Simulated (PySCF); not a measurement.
# C6H12O: NMR shifts and electronic excitations in gas and solvents, part 2 of 2

PySCF 2.14.0. Atoms count from 0.

### 5 Ultraviolet spectrum: wB97X-D/def2-SVPD

What the job is given:

```
{"job": {"kind": "uv", "xc": "wB97X-D", "basis": "def2-SVPD", "dynamic": true, "nstates": 6, "ntriplets": 0}, "charge": 0, "multiplicity": 1}
C      1.811854    -1.348369     1.330941
C      0.841341    -1.099081     0.225549
C      0.454012     0.080109    -0.285782
C      0.905704     1.426711     0.188299
C     -0.507375     0.117000    -1.448615
O     -1.638177     0.915408    -1.217747
C     -2.502202     0.395659    -0.253762
H      1.350164    -1.949640     2.131859
H      2.195648    -0.423312     1.781791
H      2.677835    -1.928559     0.969023
H      0.404487    -1.999673    -0.226177
H      1.516744     1.383885     1.098700
H      0.032341     2.070019     0.378579
H      1.494441     1.934454    -0.595360
H     -0.009321     0.563128    -2.326766
H     -0.804484    -0.916149    -1.720888
H     -2.024657     0.307187     0.740941
H     -3.360552     1.077384    -0.172597
H     -2.875983    -0.609187    -0.535958
```

With the program's defaults for keys left out, this is: TDDFT wB97X-D/def2-SVPD, vertical, gas phase, core orbitals frozen in the response.

Output:

```text
coarse grid: 15048 points
cycle   1  E = -310.6244242487  dE =  8.140e-01  |g| = 5.466e-01  |ddm| = 7.961e+00
cycle   2  E = -310.6224551856  dE =  1.969e-03  |g| = 6.066e-01  |ddm| = 1.827e+00
cycle   3  E = -310.6874201626  dE = -6.496e-02  |g| = 5.396e-02  |ddm| = 9.858e-01
cycle   4  E = -310.6879926345  dE = -5.725e-04  |g| = 2.136e-02  |ddm| = 1.563e-01
cycle   5  E = -310.6881116628  dE = -1.190e-04  |g| = 4.646e-03  |ddm| = 7.759e-02
cycle   6  E = -310.6881177153  dE = -6.053e-06  |g| = 1.145e-03  |ddm| = 1.695e-02
final grid: 142920 points
cycle   7  E = -310.7424452263  dE = -1.165e-04  |g| = 3.251e-03  |ddm| = 2.785e-01
cycle   8  E = -310.7424475455  dE = -2.319e-06  |g| = 2.023e-03  |ddm| = 3.158e-02
cycle   9  E = -310.7424484242  dE = -8.787e-07  |g| = 7.660e-04  |ddm| = 5.623e-03
cycle  10  E = -310.7424485672  dE = -1.430e-07  |g| = 2.332e-04  |ddm| = 3.265e-03
cycle  11  E = -310.7424485813  dE = -1.404e-08  |g| = 3.483e-05  |ddm| = 8.378e-04
cycle  12  E = -310.7424485818  dE = -5.355e-10  |g| = 1.021e-05  |ddm| = 2.003e-04
converged SCF energy = -310.7424485818

Static polarisability (au): isotropic 80.431, principal 68.789 76.378 96.124

Singlet excitations
state   eV       nm        f      main configurations
  1   6.9470    178.5   0.01073   H->L+1 0.55, H->L 0.26
  2   6.9841    177.5   0.00489   H-1->L 0.74, H-1->L+1 0.10, H->L+1 0.09
  3   7.0782    175.2   0.45482   H->L 0.68, H->L+1 0.24
  4   7.5631    163.9   0.03324   H-1->L+1 0.65, H-1->L+2 0.19
  5   7.7908    159.1   0.01211   H->L+3 0.52, H->L+2 0.35
  6   8.1198    152.7   0.00435   H->L+2 0.34, H->L+3 0.29, H->L+4 0.23
```

Run time: 70 s. Hardware: 1 thread of Intel Xeon Platinum 8375C at 2.90GHz, shared host; peak memory 1.1 GiB.

The orbitals next to the gap, with their largest atomic shares:

```tsv
orbital	eV	atoms
HOMO−3	-11.55	C1 16 %, C3 16 %, C2 13 %
HOMO−2	-10.77	O5 46 %, C4 13 %, C6 10 %
HOMO−1	-9.35	O5 56 %, C6 10 %, C4 8 %
HOMO	-8.77	C1 33 %, C2 32 %, C0 8 %
LUMO	2.15	C1 23 %, C2 20 %, C4 9 %
LUMO+1	2.27	C1 15 %, C0 12 %, C6 10 %
LUMO+2	2.91	C0 20 %, C6 15 %, H8 9 %
```

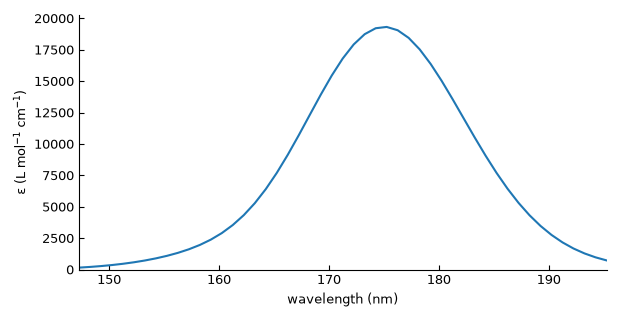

Absorption spectrum: each of the 6 states is a Gaussian band of 0.4 eV half-width at 1/e. Beyond the last state computed it falls off for lack of states.

Further results of this job:

```tsv
property	computed
dipole moment (D)	1.40
polarisability (Å³)	11.92
HOMO–LUMO gap (eV)	10.92
−ε(HOMO) (eV)	8.77
C6 with itself (au)	2754
```

### 6 TDDFT and polarisability: wB97X-D/def2-SVPD in acetonitrile

Same as in step 5 but for these lines:

```diff
@@ -1,2 +1,2 @@
-{"job": {"kind": "uv", "xc": "wB97X-D", "basis": "def2-SVPD", "dynamic": true, "nstates": 6, "ntriplets": 0}, "charge": 0, "multiplicity": 1}
+{"job": {"kind": "uv", "xc": "wB97X-D", "basis": "def2-SVPD", "solvent": "acetonitrile", "nstates": 6, "ntriplets": 0}, "charge": 0, "multiplicity": 1}
 C      1.811854    -1.348369     1.330941
```

Method: TDDFT wB97X-D/def2-SVPD, vertical, IEF-PCM acetonitrile (non-equilibrium linear response), core orbitals frozen in the response.

Output:

```text
coarse grid: 15048 points
cycle   1  E = -310.6335331153  dE =  8.055e-01  |g| = 5.322e-01  |ddm| = 8.006e+00
cycle   2  E = -310.6356561188  dE = -2.123e-03  |g| = 5.726e-01  |ddm| = 1.685e+00
cycle   3  E = -310.6927337344  dE = -5.708e-02  |g| = 5.054e-02  |ddm| = 8.578e-01
cycle   4  E = -310.6932700363  dE = -5.363e-04  |g| = 1.921e-02  |ddm| = 1.503e-01
cycle   5  E = -310.6933679303  dE = -9.789e-05  |g| = 3.984e-03  |ddm| = 6.638e-02
cycle   6  E = -310.6933729663  dE = -5.036e-06  |g| = 7.161e-04  |ddm| = 1.825e-02
final grid: 142920 points
cycle   7  E = -310.7476353220  dE = -1.169e-04  |g| = 3.063e-03  |ddm| = 2.812e-01
cycle   8  E = -310.7476378623  dE = -2.540e-06  |g| = 1.507e-03  |ddm| = 3.178e-02
cycle   9  E = -310.7476383631  dE = -5.008e-07  |g| = 6.214e-04  |ddm| = 5.453e-03
cycle  10  E = -310.7476384621  dE = -9.902e-08  |g| = 1.625e-04  |ddm| = 3.214e-03
cycle  11  E = -310.7476384685  dE = -6.400e-09  |g| = 4.316e-05  |ddm| = 6.272e-04
cycle  12  E = -310.7476384693  dE = -7.720e-10  |g| = 9.178e-06  |ddm| = 2.561e-04
converged SCF energy = -310.7476384693

Static polarisability (au): isotropic 108.262, principal 94.471 101.842 128.472

Singlet excitations
state   eV       nm        f      main configurations
  1   6.9340    178.8   0.48170   H->L 0.90
  2   7.0000    177.1   0.07731   H->L+1 0.85
  3   7.0753    175.2   0.02718   H-1->L 0.84
  4   7.6453    162.2   0.02173   H-1->L+1 0.69, H-1->L+2 0.18
  5   7.9292    156.4   0.01529   H->L+3 0.70, H->L+2 0.11
  6   8.1453    152.2   0.00741   H->L+2 0.56, H->L+4 0.16, H->L+3 0.14
```

Wall time 62 s (1 thread of Intel Xeon Platinum 8375C at 2.90GHz, shared host); peak memory 1.2 GiB.

In short: HOMO -8.72 eV, LUMO 2.19 eV; lowest singlet 6.93 eV.

### 7 TDDFT and polarisability: wB97X-D/def2-SVPD in cyclohexane

Same as in step 6 but for these lines:

```diff
@@ -1,2 +1,2 @@
-{"job": {"kind": "uv", "xc": "wB97X-D", "basis": "def2-SVPD", "solvent": "acetonitrile", "nstates": 6, "ntriplets": 0}, "charge": 0, "multiplicity": 1}
+{"job": {"kind": "uv", "xc": "wB97X-D", "basis": "def2-SVPD", "solvent": "cyclohexane", "nstates": 6, "ntriplets": 0}, "charge": 0, "multiplicity": 1}
 C      1.811854    -1.348369     1.330941
```

Level: TDDFT wB97X-D/def2-SVPD, vertical, IEF-PCM cyclohexane (non-equilibrium linear response), core orbitals frozen in the response.

Output:

```text
coarse grid: 15048 points
cycle   1  E = -310.6281693045  dE =  8.105e-01  |g| = 5.402e-01  |ddm| = 7.980e+00
cycle   2  E = -310.6281757125  dE = -6.408e-06  |g| = 5.911e-01  |ddm| = 1.755e+00
cycle   3  E = -310.6894687567  dE = -6.129e-02  |g| = 5.224e-02  |ddm| = 9.273e-01
cycle   4  E = -310.6900190452  dE = -5.503e-04  |g| = 2.030e-02  |ddm| = 1.515e-01
cycle   5  E = -310.6901271841  dE = -1.081e-04  |g| = 4.277e-03  |ddm| = 7.181e-02
cycle   6  E = -310.6901325695  dE = -5.385e-06  |g| = 8.423e-04  |ddm| = 1.695e-02
final grid: 142920 points
cycle   7  E = -310.7444368717  dE = -1.167e-04  |g| = 3.107e-03  |ddm| = 2.796e-01
cycle   8  E = -310.7444393212  dE = -2.449e-06  |g| = 1.651e-03  |ddm| = 3.135e-02
cycle   9  E = -310.7444399046  dE = -5.834e-07  |g| = 6.862e-04  |ddm| = 5.409e-03
cycle  10  E = -310.7444400203  dE = -1.157e-07  |g| = 2.021e-04  |ddm| = 3.106e-03
cycle  11  E = -310.7444400306  dE = -1.035e-08  |g| = 3.696e-05  |ddm| = 6.958e-04
cycle  12  E = -310.7444400312  dE = -5.838e-10  |g| = 8.923e-06  |ddm| = 2.097e-04
converged SCF energy = -310.7444400312

Static polarisability (au): isotropic 90.007, principal 76.960 85.320 107.742

Singlet excitations
state   eV       nm        f      main configurations
  1   6.9108    179.4   0.47053   H->L 0.91
  2   6.9554    178.3   0.09716   H->L+1 0.87
  3   7.0231    176.5   0.03017   H-1->L 0.81, H-1->L+1 0.09
  4   7.5847    163.5   0.03526   H-1->L+1 0.67, H-1->L+2 0.19
  5   7.8332    158.3   0.01431   H->L+3 0.58, H->L+2 0.28
  6   8.1216    152.7   0.00552   H->L+2 0.39, H->L+3 0.25, H->L+4 0.22
```

It took 58 s on 1 thread of Intel Xeon Platinum 8375C at 2.90GHz, shared host; peak memory 1.1 GiB.

Key values: HOMO -8.73 eV, LUMO 2.19 eV; lowest singlet 6.91 eV.

### 8 Comparing the runs: NMR shifts

Shifts (ppm) of some atoms, chosen among heavy atoms and hydrogens apart, means over like atoms, with basis size and wall time:

```tsv
run	C2	C1	C6	C0	H10	H14	O5	functions	time
PBE0/pcSseg-1 in acetonitrile	142.4	134.1	56.1	16.2	5.70	3.79	21.6	179	43 s
PBE0/pcSseg-1 in cyclohexane	142.1	132.6	55.7	15.9	5.60	3.74	20.9	179	37 s
```

The continuum's effect on the ground state:

```tsv
solvent	ε	polarisation energy (Eh)	μ (D)
cyclohexane	2.02	-0.0021	1.53
acetonitrile	35.69	-0.0057	1.78
```

### 9 Side by side: electronic excitations

Excitations and ground-state properties, with basis size and wall time:

```tsv
run	lowest singlet (eV)	brightest (eV)	f	gap (eV)	α (Å³)	μ (D)	functions	time
wB97X-D/def2-SVPD	6.95	7.08	0.455	10.92	11.92	1.40	239	70 s
wB97X-D/def2-SVPD in acetonitrile	6.93	6.93	0.482	10.90	16.04	1.89	239	62 s
wB97X-D/def2-SVPD in cyclohexane	6.91	6.91	0.471	10.92	13.34	1.57	239	58 s
```

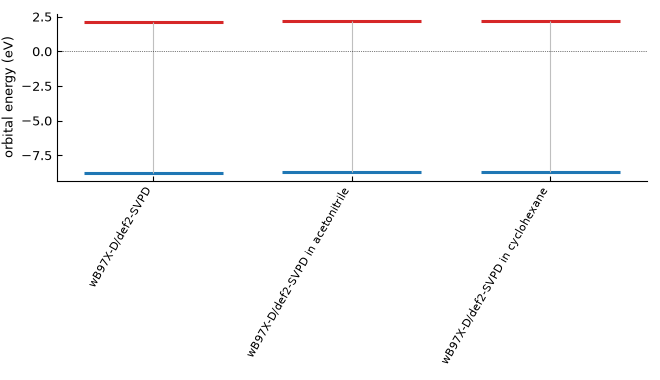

HOMO (blue) and LUMO (red) run by run.

The continuum's effect on the ground state:

```tsv
solvent	ε	polarisation energy (Eh)	μ (D)
cyclohexane	2.02	-0.0021	1.57
acetonitrile	35.69	-0.0059	1.89
```

### 10 What came out

What follows sums up all 2 parts.

```
                                                                            quantity                                     value
                                                                         point group                                        C1
                                                rotational constants (main isotopes)                      4.51, 1.49, 1.36 GHz
                                13C shifts against TMS (PBE0/pcSseg-1, acetonitrile)  142.4, 134.1, 80.9, 56.1, 16.2, 14.0 ppm
1H shifts against TMS (PBE0/pcSseg-1, acetonitrile, means over atoms taken as alike)          5.70, 3.79, 3.08, 1.82, 1.73 ppm
                                17O shifts against H2O (PBE0/pcSseg-1, acetonitrile)                                  21.6 ppm
                                                  lowest singlet (wB97X-D/def2-SVPD)               6.95 eV (178 nm), f = 0.011
                                            brightest single state of those computed               state 3, 7.08 eV, f = 0.455
                                                            range of the shift of C1                        132.6 to 134.1 ppm
                                                         range of the lowest singlet                           6.91 to 6.95 eV
```

What this shows: Relaxing lowered the energy by 0.253 eV in 12 steps; the close pair that moved most is C3–H13, from 1.046 to 1.104 Å. The most deshielded hydrogen is H10 (hydrogen on an alkene CH), at 5.70 ppm: a vinylic proton, deshielded by the sp2 carbon and the C=C anisotropy. At PBE0/pcSseg-1: Shielding is most anisotropic at C2 (span 218 ppm, paramagnetic term -221 ppm). The lowest singlet, at 6.95 eV, is HOMO→LUMO+1 0.55, HOMO→LUMO 0.26 and is weak; of the 6 states computed, the strongest absorption comes from state 3 at 7.08 eV. Across the 2 runs the shift of C1 moves most, between 132.6 (PBE0/pcSseg-1 in cyclohexane) and 134.1 ppm (PBE0/pcSseg-1 in acetonitrile). Part of that comes from the computed reference. The continuum holds electrostatics alone: no hydrogen bonds to the solvent, and the gas-phase geometry is kept. The lowest singlet runs from 6.91 eV (wB97X-D/def2-SVPD in cyclohexane) to 6.95 eV (wB97X-D/def2-SVPD), while the orbital gap spans 10.90 to 10.92 eV. The lowest state need not be the same one in every run.
